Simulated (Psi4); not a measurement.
# GaH2OF (SMILES [OH][GaH][F]): PBE/cc-pVDZ

What is the vertical singlet–triplet gap of GaH2OF at PBE/cc-pVDZ? 

The results are computed with Psi4 1.11.

5 further runs of the same task are left out: 2 that didn't finish, 3 set aside as unsound or not needed.

## 1. The system as given

GaH2OF: 5 atoms, total charge 0, spin state singlet. SMILES: `[OH][GaH][F]`. The coordinates come from a PBE0-D4/def2-TZVP relaxation. This is one conformer, not always the lowest.

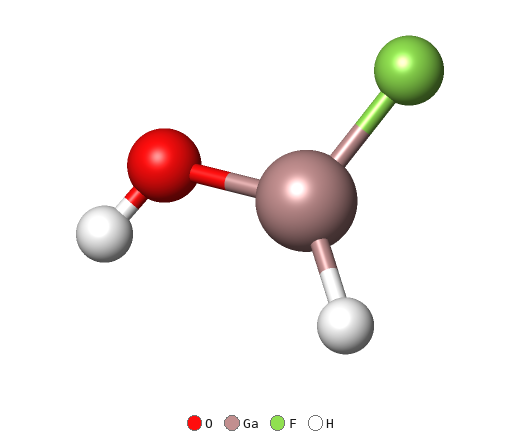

The structure, seen from a chosen angle (oxygen red, gallium pink, fluorine green, hydrogen white).

## 2. Energy and forces at PBE/cc-pVDZ

Input file fgah2o.py:

```python
import psi4

psi4.set_memory(2200000000)
psi4.set_num_threads(1)
psi4.set_output_file('output.dat', False)

m = psi4.geometry("""
0 1
O     -1.130400    -0.588700    -0.283800
Ga     0.383700     0.280500     0.015600
F      0.438300     1.777800    -0.881200
H     -1.210600    -1.420700     0.187200
H      1.569000    -0.122600     0.920900
units angstrom
symmetry c1
""")

psi4.set_options({
    'basis': 'cc-pVDZ',
    'puream': True,
    'e_convergence': 1e-09,
    'd_convergence': 1e-08,
    'scf_type': 'pk',
    'dft_radial_points': 99,
    'dft_spherical_points': 590,
})

e_tot, wfn = psi4.gradient("pbe", return_wfn=True)
print('gradient / Eh bohr^-1')
print(e_tot.np.round(6))
print(f'energy = {wfn.energy():.10f} Eh')
```

Run with:

```console
python fgah2o.py
```

output.dat:

```text
[...]
  Running in c1 symmetry.
[...]
  Nuclear repulsion =  198.339104248547613
[...]
  Multiplicity = 1
[...]
  Nalpha       = 25
  Nbeta        = 25
[...]
    Number of basis functions: 65
[...]
   @RKS iter   1: -2100.01650333433872   -3.01032e+00   1.66369e-02 ADIIS/DIIS
[...]
   @RKS iter  12: -2100.68440110713436   -1.36424e-12   4.78899e-09 DIIS
[...]
    Orbital Energies [Eh]
    ---------------------
    Doubly Occupied:
       1A   -370.992986     2A    -45.389925     3A    -40.236362
       4A    -40.232056     5A    -40.231595     6A    -24.225530
       7A    -18.770629     8A     -5.312552     9A     -3.643947
      10A     -3.634666    11A     -3.633540    12A     -1.024739
      13A     -0.908097    14A     -0.770921    15A     -0.769443
      16A     -0.768088    17A     -0.762797    18A     -0.756538
      19A     -0.458046    20A     -0.390416    21A     -0.335826
      22A     -0.317354    23A     -0.309437    24A     -0.277440
      25A     -0.270698
[...]
  @RKS Final Energy: -2100.68440110713436
   => Energetics <=
    Nuclear Repulsion Energy =            198.3391042485476135
    One-Electron Energy =               -3322.9096324410511443
    Two-Electron Energy =                1118.2762661512629165
    DFT Exchange-Correlation Energy =     -94.3901390658937913
    Empirical Dispersion Energy =           0.0000000000000000
    VV10 Nonlocal Energy =                  0.0000000000000000
    Total Energy =                      -2100.6844011071343630
[...]
 Multipole Moments:
 ------------------------------------------------------------------------------------
     Multipole            Electronic (a.u.)      Nuclear  (a.u.)        Total (a.u.)
 ------------------------------------------------------------------------------------
 L = 1.  Multiply by 2.5417464519 to convert [e a0] to [Debye]
 Dipole X            :          1.9461713           -1.6910212            0.2551501
 Dipole Y            :          1.7722199           -2.7318160           -0.9595961
 Dipole Z            :         -0.0208928            0.7562426            0.7353497
 Magnitude           :                                                    1.2355830
[...]
  -Total Gradient:
     Atom            X                  Y                   Z
    ------   -----------------  -----------------  -----------------
       1        0.014159330394    -0.007450105456     0.012448006527
       2       -0.010066251201     0.007373485517    -0.010136818732
       3       -0.000285043557    -0.015367622175     0.009358662838
       4        0.000279455450     0.014555266755    -0.008859117173
       5       -0.003977370910     0.000880654614    -0.002744651881
[...]
```

Standard output:

```text
gradient / Eh bohr^-1
[[ 0.014159 -0.00745   0.012448]
 [-0.010066  0.007373 -0.010137]
 [-0.000285 -0.015368  0.009359]
 [ 0.000279  0.014555 -0.008859]
 [-0.003977  0.000881 -0.002745]]
energy = -2100.6844011071 Eh
```

It took 64 s on 1 thread of Intel Xeon Platinum 8259CL at 2.50GHz (Skylake/Cascade Lake), shared host; peak memory 0.9 GiB.

## 3. The triplet: a single-point energy at UPBE/cc-pVDZ

Input file input.in:

```
memory 2.2 GB

molecule {
  0 3
  O
  Ga 1 1.771341
  F 2 1.746178 1 111.14217
  H 1 0.959425 2 114.45664 3 -179.98694
  H 2 1.54499 3 120.04423 1 -179.99747
  symmetry c1
  no_reorient
  no_com
}

set globals {
  basis                cc-pVDZ
  reference            uks
  puream               true
  e_convergence        1e-09
  d_convergence        1e-08
  scf_type             pk
  dft_radial_points    99
  dft_spherical_points 590
  maxiter              100
}

energy_value, wavefunction = energy("pbe", return_wfn=True)
oeprop(wavefunction, "DIPOLE", "LOWDIN_CHARGES", "WIBERG_LOWDIN_INDICES", title="PBE")
```

Run with:

```console
psi4 input.in input.out -n 1
```

input.out:

```text
[...]
  Running in c1 symmetry.
[...]
  Nuclear repulsion =  198.339106468421306
[...]
  Multiplicity = 3
[...]
  Nalpha       = 26
  Nbeta        = 24
[...]
    Number of basis functions: 65
[...]
   @UKS iter   1: -2099.41153679841909   -2.40535e+00   1.99467e-02 DIIS/ADIIS
[...]
   @UKS iter  31: -2100.46510583217514   -1.36424e-12   2.54820e-09 DIIS
[...]
   @S^2 Observed:                2.002655244E+00
[...]
    Orbital Energies [Eh]
    ---------------------
    Alpha Occupied:
       1A   -371.002751     2A    -45.400557     3A    -40.244778
       4A    -40.243961     5A    -40.243350     6A    -24.272521
       7A    -18.851605     8A     -5.320187     9A     -3.646566
      10A     -3.645521    11A     -3.642624    12A     -1.067634
      13A     -0.982049    14A     -0.782261    15A     -0.775087
      16A     -0.773388    17A     -0.772653    18A     -0.770170
      19A     -0.509951    20A     -0.438769    21A     -0.388549
      22A     -0.367947    23A     -0.352928    24A     -0.349808
      25A     -0.331069    26A     -0.083793
    Alpha Virtual:
[...]
  @UKS Final Energy: -2100.46510583217514
   => Energetics <=
    Nuclear Repulsion Energy =            198.3391064684213063
    One-Electron Energy =               -3321.5244524448926313
    Two-Electron Energy =                1117.0011745802050882
    DFT Exchange-Correlation Energy =     -94.2809344359093302
    Empirical Dispersion Energy =           0.0000000000000000
    VV10 Nonlocal Energy =                  0.0000000000000000
    Total Energy =                      -2100.4651058321751407
[...]
 Multipole Moments:
 ------------------------------------------------------------------------------------
     Multipole            Electronic (a.u.)      Nuclear  (a.u.)        Total (a.u.)
 ------------------------------------------------------------------------------------
 L = 1.  Multiply by 2.5417464519 to convert [e a0] to [Debye]
 Dipole X            :         -0.0984663            0.0002558           -0.0982105
 Dipole Y            :         -0.8240337            1.9566879            1.1326542
 Dipole Z            :          2.0465029           -2.6581286           -0.6116258
 Magnitude           :                                                    1.2909829
[...]
```

Wall time 56 s (1 thread of Intel Xeon Platinum 8259CL at 2.50GHz (Skylake/Cascade Lake), shared host); peak memory 0.9 GiB.

## 4. What came out

At PBE/cc-pVDZ:

| quantity | value |
| --- | --- |
| singlet: total energy | -2100.68440 Eh |
| singlet: dipole moment | 3.14 D |
| singlet: HOMO energy | -7.37 eV |
| singlet: LUMO energy | -1.53 eV |
| singlet: HOMO–LUMO gap | 5.84 eV |
| singlet: largest force on an atom | 1.042 eV/Å |
| triplet: total energy | -2100.46511 Eh |
| triplet: dipole moment | 3.28 D |
| triplet: HOMO energy (highest over α and β) | -2.28 eV |
| triplet: ⟨S²⟩ | 2.003 |
| vertical energy of the triplet above the singlet | 5.967 eV |

**Reading.** At this shape the triplet lies 5.97 eV (138 kcal/mol) above the singlet. The largest force (singlet) is 1.04 eV/Å: the shape isn't a stationary point for this species at this level.
